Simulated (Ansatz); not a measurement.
**C2H3FO (acetyl fluoride): SVWN5/aug-cc-pVDZ**

Aim: the energy change on altering one bond length of C2H3FO (acetyl fluoride) at SVWN5/aug-cc-pVDZ, from 2 runs. 

The results are computed with Ansatz 0.2.0.

50 further runs of the same task are left out: 50 set aside as unsound or not needed.

## (1) Starting point

The species is C2H3FO (7 atoms), meant as a singlet with charge 0. As SMILES, `CC(=O)F`. The shape is that of a PBE0-D4/def2-TZVP optimisation.

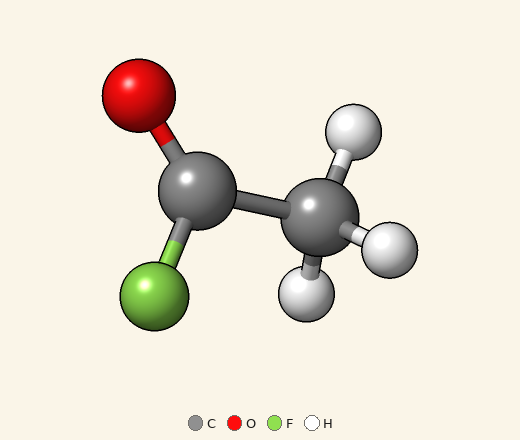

Viewed from a chosen angle; carbon grey, oxygen red, fluorine green, hydrogen white.

## (2) The energy at SVWN5/aug-cc-pVDZ

Input file job.yaml:

```yaml
crystal:
  periodic: [false, false, false]
  atoms:
    - {symbol: C, position_ang: [0.485310, 0.015050, 0.443640]}
    - {symbol: C, position_ang: [-0.694890, -0.034350, -0.460580]}
    - {symbol: O, position_ang: [-1.835410, -0.165690, -0.191770]}
    - {symbol: F, position_ang: [-0.310690, 0.097630, -1.749400]}
    - {symbol: H, position_ang: [0.165320, -0.091900, 1.476660]}
    - {symbol: H, position_ang: [1.180650, -0.783140, 0.176830]}
    - {symbol: H, position_ang: [1.009710, 0.962410, 0.304610]}
basis:
  gaussian: {orbitals: aug-cc-pVDZ}
accuracy: high
output: {orbitals: {seedname: orbitals}}
hamiltonian: {xc: {name: SVWN5}}
```

Started as:

```sh
$ ansatz run job.yaml --threads 1 --pin off --max-ram 3480MiB --events-out events.jsonl --progress --plain --runs-dir runs
```

Output:

```text
Warning: RAYON_NUM_THREADS=1 ignored (pool sized by the plan → 1); use --threads N
Functional definition: SVWN5
  name "SVWN5"
  exchange = slater_x
  correlation = vwn5_c
2380 factors; integrals over basis functions are off by at most 3.1e-9 eV
mean field evaluation 1: about -6826.9173 eV, gradient 6.8e1 eV
mean field evaluation 2: about -6806.3369 eV, gradient 1.2e2 eV
mean field evaluation 4: about -6836.4860 eV, gradient 5.9e0 eV
mean field evaluation 8: about -6836.5551 eV, gradient 2.7e-1 eV
mean field evaluation 16: about -6836.5553 eV, gradient 6.4e-6 eV
mean field -6836.55528597 eV, -251.2387727756 hartree, gradient 1.3e-8 eV, S^2 0.000000; 0 other end points of the search recorded, 0 dependent functions left out
reference -6836.55529318 eV, -251.2387730407 hartree; 16, 16 occupied and 103, 103 virtual orbitals, 2380 factors
Total energy: -6836.55529318 eV, -251.2387730407 hartree
```

It took 6.6 s on 1 thread of Arm Neoverse V1, shared host; peak memory 0.34 GiB.

## (3) The distorted shape, same level

Input file in.yaml:

```yaml
basis:
  gaussian: {orbitals: aug-cc-pVDZ}
crystal:
  periodic: [false, false, false]
  atoms:
    - {symbol: C, position_ang: [0.276708, 0.254507, 0.523683]}
    - {symbol: C, position_ang: [-0.903492, 0.205107, -0.380537]}
    - {symbol: O, position_ang: [-2.044012, 0.073767, -0.111727]}
    - {symbol: F, position_ang: [-0.519292, 0.337087, -1.669357]}
    - {symbol: H, position_ang: [-0.043282, 0.147557, 1.556703]}
    - {symbol: H, position_ang: [1.180650, -0.783140, 0.176830]}
    - {symbol: H, position_ang: [0.801108, 1.201867, 0.384653]}
output: {orbitals: {seedname: orbitals}}
accuracy: high
hamiltonian: {xc: {name: SVWN5}}
```

Started as:

```sh
$ ansatz run in.yaml --threads 1 --pin off --max-ram 3480MiB --events-out events.jsonl --progress --plain --runs-dir runs
```

Output:

```text
Warning: RAYON_NUM_THREADS=1 ignored (pool sized by the plan → 1); use --threads N
Functional definition: SVWN5
  name "SVWN5"
  exchange = slater_x
  correlation = vwn5_c
2390 factors; integrals over basis functions are off by at most 3.2e-9 eV
mean field evaluation 1: about -6825.6981 eV, gradient 6.7e1 eV
mean field evaluation 2: about -6799.5887 eV, gradient 1.2e2 eV
mean field evaluation 4: about -6835.5079 eV, gradient 8.3e0 eV
mean field evaluation 8: about -6835.6661 eV, gradient 8.1e-1 eV
mean field evaluation 16: about -6835.6674 eV, gradient 2.8e-5 eV
mean field -6835.66737592 eV, -251.2061426834 hartree, gradient 3.6e-8 eV, S^2 0.000000; 0 other end points of the search recorded, 0 dependent functions left out
reference -6835.66738265 eV, -251.2061429307 hartree; 16, 16 occupied and 103, 103 virtual orbitals, 2390 factors
Total energy: -6835.66738265 eV, -251.2061429307 hartree
```

It took 6.6 s on 1 thread of Arm Neoverse V1, shared host; peak memory 0.34 GiB.

## (4) Outcome

At SVWN5/aug-cc-pVDZ:

| quantity | value |
| --- | --- |
| first shape: total energy | -251.23877 Eh |
| first shape: HOMO energy | -7.49 eV |
| first shape: LUMO energy | -1.90 eV |
| first shape: HOMO–LUMO gap | 5.59 eV |
| distorted shape: total energy | -251.20614 Eh |
| distorted shape: HOMO energy | -7.51 eV |
| distorted shape: LUMO energy | -2.30 eV |
| distorted shape: HOMO–LUMO gap | 5.21 eV |
| energy change with the C1–H6 bond stretched from 1.092 to 1.419 Å | 0.888 eV |

With the C1–H6 bond stretched from 1.092 to 1.419 Å the energy rises by 0.89 eV (20.5 kcal/mol). The first shape isn't relaxed at this level, so the change isn't measured from a minimum.
